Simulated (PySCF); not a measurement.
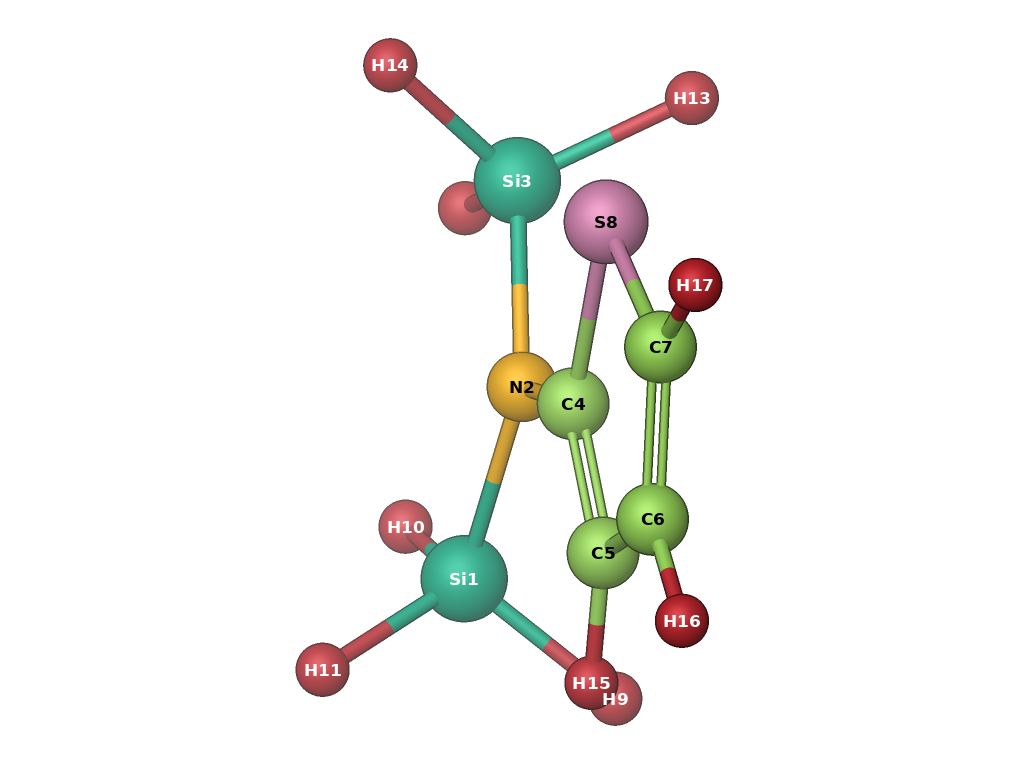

N2 lies behind C4. The molecule seen a little off the C4–N2 bond, C4 in front. Distant atoms are faded towards the background colour. The geometry was computed by an optimisation with PBE0-D3(BJ)/def2-SVP. No frequency run is at hand to confirm it as a minimum.

What is the torsion angle S8–C4–N2–Si1? The sign is positive where the front bond must turn clockwise to cover the back bond.

−172°, antiperiplanar (anti).
